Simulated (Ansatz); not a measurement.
Take CdS in the wurtzite structure (space group P6_3mc, No. 186; a = 4.074 Å, c = 6.637 Å) as the base.

Structures relaxed with plane-wave PAW DFT at the LDA level (Ansatz, a program for electronic structure, 420 eV), without spin-orbit coupling.

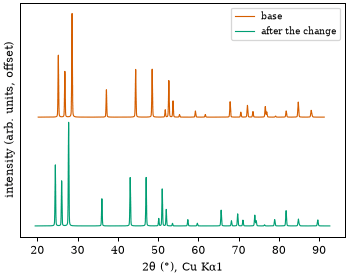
Figure: Simulated powder patterns before (top) and after one change

Task: Which of these changes matches the shifts?
A. isotropic strain +3.00 %
B. isotropic strain +1.80 %
C. isotropic strain +1.20 %
D. isotropic strain +0.60 %

Result: A, isotropic strain +3.00 %. Its volume per atom is 26.06 Å³ against 23.85 Å³, and its space group is P6_3mc (No. 186).

No phonon test of stability was made.
